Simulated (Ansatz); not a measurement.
# C₅H₁₂AlClN₂: how energies converge with the basis set

How large a basis does C₅H₁₂AlClN₂ need? Two functionals are run in growing sets.

Computed with Ansatz 0.2.0, Gaussian basis. Level: one geometry, several basis sets.

The runs, in order: PBE0-D4/def2-SVP; ωB97M-V/def2-SVP; PBE0-D4/def2-QZVPP; ωB97M-V/def2-QZVPP; the functionals' def2-TZVPP values are taken from earlier runs.

### Step 1. Structure used throughout

The geometry comes from an earlier relaxation with PBE0-D4 in a triple-zeta def2 set; it is a stationary point, not always the lowest conformer.

SMILES `CC1=[N+](C)[Al-]([CH3])([Cl])[N]1C`, 21 atoms, charge 0, spin multiplicity 1.

Atoms are counted from 1 here; the program's logs count them from 0.

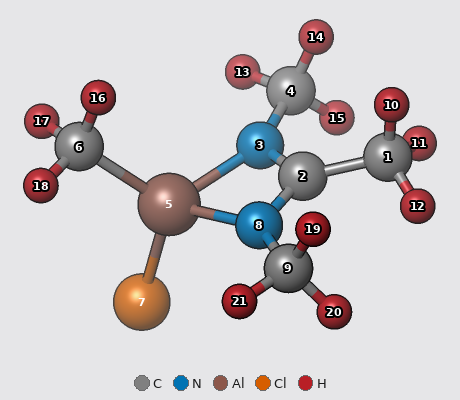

The structure; carbon grey, nitrogen blue, aluminium brown, chlorine orange, hydrogen red; atoms are numbered from 1 in the order of the file.

### Step 2. PBE0-D4 in def2-SVP

File in.yaml:

```yaml
crystal:
  periodic: [false, false, false]
  atoms:
    - {symbol: C, position_ang: [-0.673264, -2.145799, -0.094976]}
    - {symbol: C, position_ang: [-0.161255, -0.751071, -0.192173]}
    - {symbol: N, position_ang: [1.031545, -0.358152, 0.233917]}
    - {symbol: C, position_ang: [2.005179, -1.233162, 0.819326]}
    - {symbol: Al, position_ang: [0.630628, 1.437044, -0.314046]}
    - {symbol: C, position_ang: [0.406444, 2.801530, 1.055738]}
    - {symbol: Cl, position_ang: [1.696635, 2.014701, -2.069690]}
    - {symbol: N, position_ang: [-0.842550, 0.267982, -0.697965]}
    - {symbol: C, position_ang: [-2.161358, 0.161015, -1.251037]}
    - {symbol: H, position_ang: [-1.165142, -2.287954, 0.871816]}
    - {symbol: H, position_ang: [0.141375, -2.866092, -0.163911]}
    - {symbol: H, position_ang: [-1.403611, -2.351188, -0.876588]}
    - {symbol: H, position_ang: [2.864704, -0.643604, 1.137295]}
    - {symbol: H, position_ang: [1.622547, -1.758524, 1.702010]}
    - {symbol: H, position_ang: [2.372178, -1.984432, 0.109522]}
    - {symbol: H, position_ang: [-0.149294, 2.423979, 1.919225]}
    - {symbol: H, position_ang: [1.373066, 3.166234, 1.416509]}
    - {symbol: H, position_ang: [-0.132841, 3.671174, 0.667945]}
    - {symbol: H, position_ang: [-2.886633, -0.243509, -0.535677]}
    - {symbol: H, position_ang: [-2.187286, -0.463979, -2.151819]}
    - {symbol: H, position_ang: [-2.505566, 1.154209, -1.538421]}
basis:
  gaussian: {orbitals: def2-SVP}
hamiltonian: {xc: pbe0, dispersion: d4}
output: {orbitals: {seedname: orbitals}}
```

Run with:

```bash
$ ansatz run in.yaml --threads 4 --pin off --events-out ev --progress --plain --max-ram 46080MiB --backend cpu
```

The program printed:

```text
Functional definition: PBE0
  name "PBE0"
  cite "Adamo & Barone, J. Chem. Phys. 110, 6158 (1999) doi:10.1063/1.478522"
  cite "Perdew, Burke & Ernzerhof, Phys. Rev. Lett. 77, 3865 (1996) doi:10.1103/PhysRevLett.77.3865"
  parent pbe
  parameter a = 0.25
  parameter kappa = 0.804
  parameter beta = 0.06672455060314922
  exchange = (1 - a)*pbe_x(kappa = kappa, mu = beta*pi^2/3) + a*exact_x
  correlation = pbe_c(beta = beta)
2269 factors; their error is unknown
mean field evaluation 1: about -27442.5549 eV, gradient 7.4e1 eV
mean field evaluation 2: about -27440.0182 eV, gradient 7.9e1 eV
mean field evaluation 4: about -27455.2673 eV, gradient 3.3e0 eV
mean field evaluation 8: about -27455.2917 eV, gradient 4.3e-2 eV
mean field evaluation 16: about -27455.4140 eV, gradient 2.1e-4 eV
mean field -27455.41396089 eV, -1008.9678531147 hartree, gradient 5.2e-5 eV, S^2 0.000000; 0 other end points of the search recorded, 0 dependent functions left out
reference -27455.41399772 eV, -1008.9678544681 hartree; 43, 43 occupied and 151, 151 virtual orbitals, 2269 factors
Total energy: -27455.91337231 eV, -1008.9862061460 hartree
```

Run time: 3.2 s. Hardware: 4 threads of AMD EPYC 7R13, shared host; peak memory 1.1 GiB.

### Step 3. ωB97M-V in def2-SVP

Edit in.yaml of step 2 so:

```diff
@@ -26,3 +26,3 @@
   gaussian: {orbitals: def2-SVP}
-hamiltonian: {xc: pbe0, dispersion: d4}
+hamiltonian: {xc: {name: wB97M-V}}
 output: {orbitals: {seedname: orbitals}}
```

The command is unchanged.

The program printed (excerpt; [...] marks lines left out):

```text
Functional definition: wB97M-V
  name "wB97M-V"
  cite "Mardirossian & Head-Gordon, J. Chem. Phys. 144, 214110 (2016) doi:10.1063/1.4952647"
  cite "Becke, J. Chem. Phys. 107, 8554 (1997) doi:10.1063/1.475007"
  cite "Vydrov & Van Voorhis, J. Chem. Phys. 133, 244103 (2010) doi:10.1063/1.3521275"
  # Of w^i u^j: cxij and so on, Table III.
[...]
  gx(w, u) = 1 - cx + cx01*u + cx10*w
  gss(w, u) = css00 + css04*u^4 + css10*w + css20*w^2 + css43*w^4*u^3
  gos(w, u) = cos00 + cos10*w + (cos20 + cos21*u)*w^2 + (cos60 + cos61*u)*w^6
[...]
      + integral(e_c_pw_mod_opposite_spin*gos(b97_w_opposite, b97_u_opposite)) + vv10(b, c)
2243 factors; their error is unknown
542 factors; integrals over basis functions are off by at most 7.3e-6 eV
[...]
mean field -27467.37680973 eV, -1009.4074797009 hartree, gradient 7.7e-5 eV, S^2 0.000000; 0 other end points of the search recorded, 0 dependent functions left out
reference -27467.37686727 eV, -1009.4074818153 hartree; 43, 43 occupied and 151, 151 virtual orbitals, 2243 factors
Total energy: -27467.37686727 eV, -1009.4074818153 hartree
```

Run time: 9.5 s. Hardware: 4 threads of AMD EPYC 7R13, shared host; peak memory 1.1 GiB.

### Step 4. PBE0-D4 in def2-QZVPP

Edit in.yaml of step 3 so:

```diff
@@ -25,4 +25,4 @@
 basis:
-  gaussian: {orbitals: def2-SVP}
-hamiltonian: {xc: {name: wB97M-V}}
+  gaussian: {orbitals: "def2-QZVPP.json"}
+hamiltonian: {xc: pbe0, dispersion: d4}
 output: {orbitals: {seedname: orbitals}}
```

Run with:

```bash
$ ansatz run in.yaml --threads 4 --pin off --events-out ev --progress --plain --max-ram 46080MiB --backend cuda --devices 0, --max-vram 37GiB
```

The program printed:

```text
Functional definition: PBE0
  name "PBE0"
  cite "Adamo & Barone, J. Chem. Phys. 110, 6158 (1999) doi:10.1063/1.478522"
  cite "Perdew, Burke & Ernzerhof, Phys. Rev. Lett. 77, 3865 (1996) doi:10.1103/PhysRevLett.77.3865"
  parent pbe
  parameter a = 0.25
  parameter kappa = 0.804
  parameter beta = 0.06672455060314922
  exchange = (1 - a)*pbe_x(kappa = kappa, mu = beta*pi^2/3) + a*exact_x
  correlation = pbe_c(beta = beta)
2736 factors; their error is unknown
mean field evaluation 1: about -27452.9087 eV, gradient 9.4e1 eV
mean field evaluation 2: about -27445.1895 eV, gradient 1.1e2 eV
mean field evaluation 4: about -27472.0675 eV, gradient 6.5e0 eV
mean field evaluation 8: about -27472.1503 eV, gradient 1.1e-1 eV
mean field evaluation 16: about -27472.1696 eV, gradient 2.2e-4 eV
mean field -27472.16960057 eV, -1009.5836115154 hartree, gradient 7.0e-5 eV, S^2 0.000000; 0 other end points of the search recorded, 0 dependent functions left out
reference -27472.16965632 eV, -1009.5836135645 hartree; 43, 43 occupied and 856, 856 virtual orbitals, 2736 factors
Total energy: -27472.66903092 eV, -1009.6019652424 hartree
```

Run time: 10 s. Hardware: 1 × H100 (card shared with other runs) with 4 threads of AMD EPYC 7R13, shared host; peak host memory 1.5 GiB.

### Step 5. ωB97M-V in def2-QZVPP

Edit in.yaml of step 4 so:

```diff
@@ -26,3 +26,3 @@
   gaussian: {orbitals: "def2-QZVPP.json"}
-hamiltonian: {xc: pbe0, dispersion: d4}
+hamiltonian: {xc: {name: wB97M-V}}
 output: {orbitals: {seedname: orbitals}}
```

Launched as before.

The program printed (excerpt; [...] marks lines left out):

```text
Functional definition: wB97M-V
  name "wB97M-V"
  cite "Mardirossian & Head-Gordon, J. Chem. Phys. 144, 214110 (2016) doi:10.1063/1.4952647"
  cite "Becke, J. Chem. Phys. 107, 8554 (1997) doi:10.1063/1.475007"
  cite "Vydrov & Van Voorhis, J. Chem. Phys. 133, 244103 (2010) doi:10.1063/1.3521275"
  # Of w^i u^j: cxij and so on, Table III.
[...]
  gx(w, u) = 1 - cx + cx01*u + cx10*w
  gss(w, u) = css00 + css04*u^4 + css10*w + css20*w^2 + css43*w^4*u^3
  gos(w, u) = cos00 + cos10*w + (cos20 + cos21*u)*w^2 + (cos60 + cos61*u)*w^6
[...]
      + integral(e_c_pw_mod_opposite_spin*gos(b97_w_opposite, b97_u_opposite)) + vv10(b, c)
2677 factors; their error is unknown
709 factors; integrals over basis functions are off by at most 7.8e-6 eV
[...]
mean field -27484.47317517 eV, -1010.0357595424 hartree, gradient 1.8e-5 eV, S^2 0.000000; 0 other end points of the search recorded, 0 dependent functions left out
reference -27484.47326456 eV, -1010.0357628276 hartree; 43, 43 occupied and 856, 856 virtual orbitals, 2677 factors
Total energy: -27484.47326456 eV, -1010.0357628276 hartree
```

Run time: 11 s. Hardware: 1 × H100 (card shared with other runs) with 4 threads of AMD EPYC 7R13, shared host; peak host memory 1.6 GiB.

### Step 6. Functionals by basis

The def2-TZVPP values come from earlier runs at the same geometry.

```csv
functional,basis,functions,energy (eV),from the largest (eV),HOMO (eV),LUMO (eV)
PBE0-D4,def2-SVP,194,-27455.9134,16.756,-6.42,-0.09
PBE0-D4,def2-TZVPP,469,-27471.6209,1.048,-6.51,-0.20
PBE0-D4,def2-QZVPP,899,-27472.6690,0.000,-6.54,-0.25
ωB97M-V,def2-SVP,194,-27467.3769,17.096,-8.63,2.02
ωB97M-V,def2-TZVPP,469,-27483.4691,1.004,-8.73,1.71
ωB97M-V,def2-QZVPP,899,-27484.4733,0.000,-8.76,1.10
```

### Step 7. What came out

| quantity | value |
| --- | --- |
| PBE0-D4: double and triple zeta above quadruple | 16.76, 1.05 eV |
| ωB97M-V: double and triple zeta above quadruple | 17.10, 1.00 eV |

**Reading.** PBE0-D4 gains 15.71 eV from double to triple zeta, then 1.05 eV more. These are total energies; as a rule much of such shifts cancels in differences, which this series doesn't test. The LUMO of ωB97M-V is positive and keeps falling with the basis (2.02 to 1.10 eV): an unbound level that the basis holds in place.
